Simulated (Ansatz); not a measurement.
F3Si (SMILES F[Si](F)F) (doublet)

Input file:

```
crystal:
  periodic: [false, false, false]
  atoms:
    - { symbol: F, position_ang: [0.78789, -0.50898, 1.11903] }
    - { symbol: Si, position_ang: [-0.32524, 0.24405, 0.26886] }
    - { symbol: F, position_ang: [-0.96275, -0.8891, -0.64685] }
    - { symbol: F, position_ang: [0.5001, 1.15403, -0.74104] }
magnetization:
  spin_polarized: true
  initial_magnetization: 1
basis:
  gaussian: { orbitals: "6-31G*" }
hamiltonian:
  xc: r2scan
  dispersion: d4
relax:
  f_tol: 0.015
  max_steps: 40
output:
  orbitals: {}
```

Command:

```sh
ansatz run input.yaml --threads 1 --pin off --max-ram 2048MiB --backend cpu --events-out ev --progress --plain --runs-dir out
```

The fields are those of the relaxed geometry.

These are results of UKS r2SCAN-D4/6-31G* in Ansatz, not measurements.

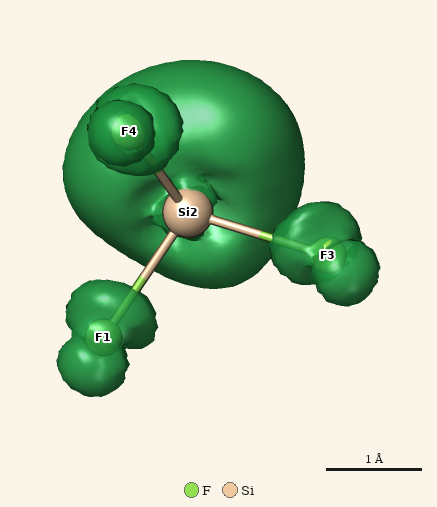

Figure 1. Isosurfaces of the spin density at +0.03 (green) and −0.03 e/Å³ (red), seen at a tilt.

Where is the unpaired spin?

The unpaired spin (1 electron) lies mostly on Si2 (about 0.8), F1 (about 0.1), F3 (about 0.1) and F4 (about 0.1), in electrons by Hirshfeld's partition. Only one sign reaches the isovalue.

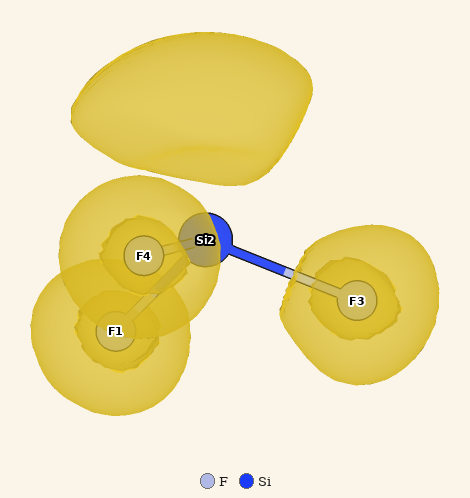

Figure 2. Isosurface of the electron localisation function at 0.75 (yellow), seen from one side. Core shells and regions of very low density are left out.

What do the ELF domains correspond to?

The surface consists of one lobe on Si, pointing away from the bonds (non-bonding electrons) and three regions wrapped around F (its lone pairs, merged into a ring or cap). Profiles from the grid: Si–F (1.60 Å): the ELF peaks at about 0.80 in the valence shell of F, 0.6 Å from its nucleus, and is about 0.45 at the midpoint.

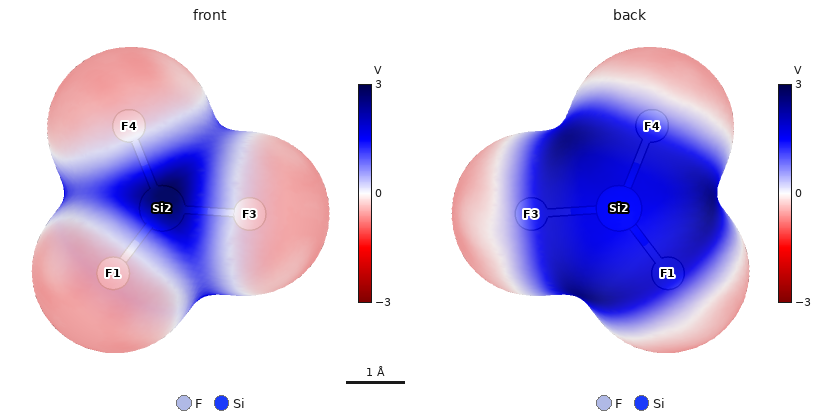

Figure 3. The molecular electrostatic potential painted on the density surface at 0.004 e/bohr³, seen from the front and from behind; the colour scale runs from red (negative) to blue (positive).

Where is the surface potential most negative and most positive?

The most negative region (about −0.6 V) lies over F1, F3 and F4, the most positive (about +2.8 V) over Si2.
